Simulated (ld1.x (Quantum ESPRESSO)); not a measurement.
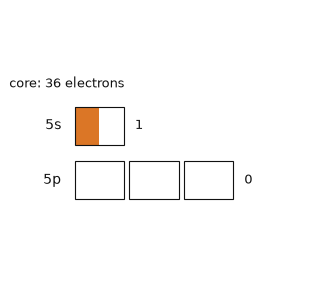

Fig. 1: The valence shells of the reference configuration: a box for each of the 2l + 1 orbitals, shaded by the share of the shell that is filled, with the electron count at the right.

# Rb: pseudopotential generation

Rubidium (Rb, Z = 37), core [Kr], reference valence 5s1 5p0, valence charge 1. Level asked for: ultrasoft potential, PBE, scalar-relativistic, made with ld1.x (Quantum ESPRESSO) 7.5.

## Outcome

| quantity | value |
| --- | --- |
| outcome | ended with an error |
| hardware | 1 CPU thread, shared host |
| wall time | 1.5 s |

## Diagnosis

The generator stopped with the message “chargeps: negative rho”. In words: the spherical valence density built from the smooth waves and the augmentation charge turned negative at some radius.

## Input
```
 &input
   title='Rb', zed=37., rel=1, dft='PBE', iswitch=3,
   config='[Kr] 4d-2 4f-2 5s1 5p0',
   nld=4, rlderiv=4.45, eminld=-2.0, emaxld=5.0, deld=0.02
 /
 &inputp
   pseudotype=3, tm=.true., lloc=3,
   nlcc=.true., rcore=3.15,
   which_augfun='PSQ', rmatch_augfun=3.10,
   file_pseudopw='Rb.UPF', file_wfcaegen='ae.wfc', file_wfcncgen='nc.wfc', file_beta='beta', file_chi='chi', file_wfcusgen='us.wfc'
 /
6
5S  1  0   1.00   0.00  3.50  4.10  0.0
5S  1  0   0.00   2.05  3.50  4.10  0.0
5P  2  1   0.00   0.00  3.10  3.85  0.0
5P  2  1   0.00   0.85  3.10  3.85  0.0
4D  3  2  -2.00   0.50  2.95  3.25  0.0
4F  4  3  -2.00   0.40  3.80  3.80  0.0
 &test
   configts(1)='5s1 5p0'
 /
```

Launched with:
```bash
ld1.x < Rb.in > Rb.out
```

## The program's output
```
     Program LD1 v.7.5

     !!!!!!!!!!!!!!!!!!! WARNING !!!!!!!!!!!!!!!!!!!!!!!
     Message from routine ld1_readin:
     US requires at least two energies per channel 4D
     !!!!!!!!!!!!!!!!!!!!!!!!!!!!!!!!!!!!!!!!!!!!!!!!!!!
     --------------------------- All-electron run ----------------------------

     Rb
     scalar relativistic calculation

     atomic number is 37.00
     dft =PBE   lsd =0 sic =0 latt =0  beta=0.20 tr2=1.0E-14
     Exchange-correlation= PBE
                           (   1   4   3   4   0   0   0)
     mesh =1219 r(mesh) = 100.89517 a.u. xmin = -7.00 dx = 0.01250
     1 Ry =  13.60569312 eV, c = 137.03599908

     n l     nl                  e(Ry)          e(Ha)          e(eV)
     1 0     1S 1( 2.00)     -1104.9653      -552.4827    -15033.8190
     2 0     2S 1( 2.00)      -147.6027       -73.8014     -2008.2376
     2 1     2P 1( 6.00)      -130.8456       -65.4228     -1780.2446
     3 0     3S 1( 2.00)       -21.9027       -10.9513      -298.0010
     3 1     3P 1( 6.00)       -16.5281        -8.2640      -224.8757
     4 0     4S 1( 2.00)        -2.3441        -1.1720       -31.8931
     4 1     4P 1( 6.00)        -1.1733        -0.5867       -15.9639
     3 2     3D 1(10.00)        -7.6412        -3.8206      -103.9637
     5 0     5S 1( 1.00)        -0.1640        -0.0820        -2.2314
     5 1     5P 1( 0.00)        -0.0550        -0.0275        -0.7488

     final scf error:  3.4E-15 reached in  35 iterations

     Etot =   -5962.397269 Ry,   -2981.198635 Ha,  -81122.547526 eV

     Ekin =    6106.474080 Ry,    3053.237040 Ha,   83082.812402 eV
     Encl =  -14369.272565 Ry,   -7184.636283 Ha, -195503.912926 eV
     Eh   =    2501.730071 Ry,    1250.865036 Ha,   34037.771627 eV
     Exc  =    -201.328856 Ry,    -100.664428 Ha,   -2739.218628 eV

     normalization and overlap integrals

     s(1S/1S) =  1.000000  <r> =   0.0403  <r2> =    0.0022  r(max) =   0.0264
     s(2S/2S) =  1.000000  <r> =   0.1778  <r2> =    0.0373  r(max) =   0.1498
     s(2P/2P) =  1.000000  <r> =   0.1551  <r2> =    0.0294  r(max) =   0.1196
     s(3S/3S) =  1.000000  <r> =   0.5106  <r2> =    0.2994  r(max) =   0.4500
     s(3P/3P) =  1.000000  <r> =   0.5188  <r2> =    0.3145  r(max) =   0.4444
     s(4S/4S) =  1.000000  <r> =   1.4556  <r2> =    2.4173  r(max) =   1.2543
     s(4P/4P) =  1.000000  <r> =   1.7265  <r2> =    3.4651  r(max) =   1.4213
     s(3D/3D) =  1.000000  <r> =   0.5253  <r2> =    0.3382  r(max) =   0.3922
     s(5S/5S) =  1.000000  <r> =   5.2464  <r2> =   31.6785  r(max) =   4.3780
     s(5P/5P) =  1.000000  <r> =   7.6044  <r2> =   66.9191  r(max) =   6.2126

     ------------------------ End of All-electron run ------------------------

     --------------------- Generating US pseudopotential ---------------------

      Generating local pot.: lloc=3, matching radius rcloc =   3.8000

      Computing core charge for nlcc:

       r > 3.16 : true rho core
       r < 3.16 : rho core = a sin(br)/r    a=   0.38  b=   0.87

      Integrated core pseudo-charge :   1.69
      Wfc-us  5S rcutus= 4.113  Estimated cut-off energy=     7.25 Ry
      Wfc-us  5S rcutus= 4.113  Estimated cut-off energy=     6.90 Ry
      Wfc-us  5P rcutus= 3.816  Estimated cut-off energy=    11.45 Ry
      Wfc-us  5P rcutus= 3.816  Estimated cut-off energy=     5.87 Ry
      Wfc-us  4D rcutus= 3.284  Estimated cut-off energy=    12.04 Ry

     Q pseudized with Bessel functions
     Expected ecutrho=      44.3970 due to l1=  2   l2=  2

       Warning: n=1, l=0 expected 0 nodes, found 1
       Setting wfc to zero for this iteration
       (This warning will only be printed once per wavefunction)

       Zero norm: self consistency problem; state:  1 (l=  0, j=0.0)

     ------------------- End of pseudopotential generation -------------------

     --------------------------- All-electron run ----------------------------

     Rb
     scalar relativistic calculation

     atomic number is 37.00
     dft =PBE   lsd =0 sic =0 latt =0  beta=0.20 tr2=1.0E-14
     Exchange-correlation= PBE
                           (   1   4   3   4   0   0   0)
     mesh =1219 r(mesh) = 100.89517 a.u. xmin = -7.00 dx = 0.01250
     1 Ry =  13.60569312 eV, c = 137.03599908

     n l     nl                  e(Ry)          e(Ha)          e(eV)
     1 0     1S 1( 2.00)     -1104.9653      -552.4827    -15033.8190
     2 0     2S 1( 2.00)      -147.6027       -73.8014     -2008.2376
     2 1     2P 1( 6.00)      -130.8456       -65.4228     -1780.2446
     3 0     3S 1( 2.00)       -21.9027       -10.9513      -298.0010
     3 1     3P 1( 6.00)       -16.5281        -8.2640      -224.8757
     4 0     4S 1( 2.00)        -2.3441        -1.1720       -31.8931
     4 1     4P 1( 6.00)        -1.1733        -0.5867       -15.9639
     3 2     3D 1(10.00)        -7.6412        -3.8206      -103.9637
     5 0     5S 1( 1.00)        -0.1640        -0.0820        -2.2314
     5 1     5P 1( 0.00)        -0.0550        -0.0275        -0.7488

     final scf error:  3.4E-15 reached in  35 iterations

     Etot =   -5962.397269 Ry,   -2981.198635 Ha,  -81122.547526 eV

     Ekin =    6106.474080 Ry,    3053.237040 Ha,   83082.812402 eV
     Encl =  -14369.272565 Ry,   -7184.636283 Ha, -195503.912926 eV
     Eh   =    2501.730071 Ry,    1250.865036 Ha,   34037.771627 eV
     Exc  =    -201.328856 Ry,    -100.664428 Ha,   -2739.218628 eV

     normalization and overlap integrals

     s(1S/1S) =  1.000000  <r> =   0.0403  <r2> =    0.0022  r(max) =   0.0264
     s(2S/2S) =  1.000000  <r> =   0.1778  <r2> =    0.0373  r(max) =   0.1498
     s(2P/2P) =  1.000000  <r> =   0.1551  <r2> =    0.0294  r(max) =   0.1196
     s(3S/3S) =  1.000000  <r> =   0.5106  <r2> =    0.2994  r(max) =   0.4500
     s(3P/3P) =  1.000000  <r> =   0.5188  <r2> =    0.3145  r(max) =   0.4444
     s(4S/4S) =  1.000000  <r> =   1.4556  <r2> =    2.4173  r(max) =   1.2543
     s(4P/4P) =  1.000000  <r> =   1.7265  <r2> =    3.4651  r(max) =   1.4213
     s(3D/3D) =  1.000000  <r> =   0.5253  <r2> =    0.3382  r(max) =   0.3922
     s(5S/5S) =  1.000000  <r> =   5.2464  <r2> =   31.6785  r(max) =   4.3780
     s(5P/5P) =  1.000000  <r> =   7.6044  <r2> =   66.9191  r(max) =   6.2126

     ------------------------ End of All-electron run ------------------------

     Computing logarithmic derivative in   4.46090

 %%%%%%%%%%%%%%%%%%%%%%%%%%%%%%%%%%%%%%%%%%%%%%%%%%%%%%%%%%%%%%%%%%%%%%%%%%%%%%
     Error in routine chargeps (1):
     negative rho
 %%%%%%%%%%%%%%%%%%%%%%%%%%%%%%%%%%%%%%%%%%%%%%%%%%%%%%%%%%%%%%%%%%%%%%%%%%%%%%

     stopping ...
```

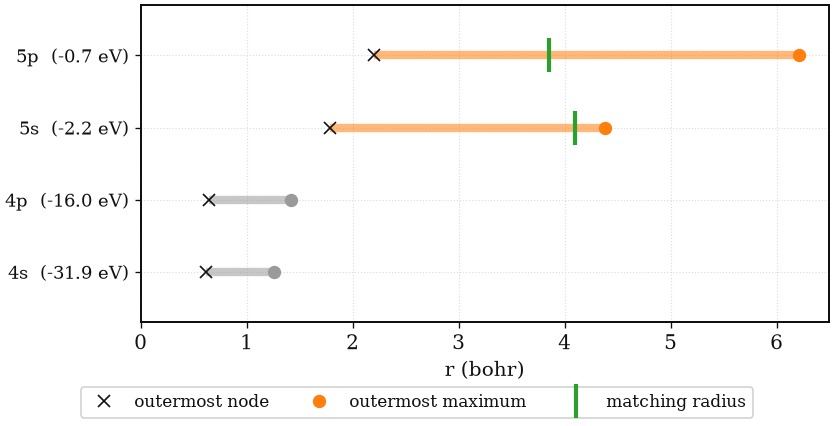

Fig. 2: Outer shells of the all-electron reference atom: each bar runs from the outermost node (or the nucleus) to the outermost maximum of u(r); the tick is the radius chosen for the pseudo-wave. Shells without a tick have no pseudo-wave of their own. Levels, nodes and maxima are from ld1.x, scalar-relativistic.

- Radii against the shells: 5s: 4.10 bohr, between node and maximum; 5p: 3.85 bohr, between node and maximum.
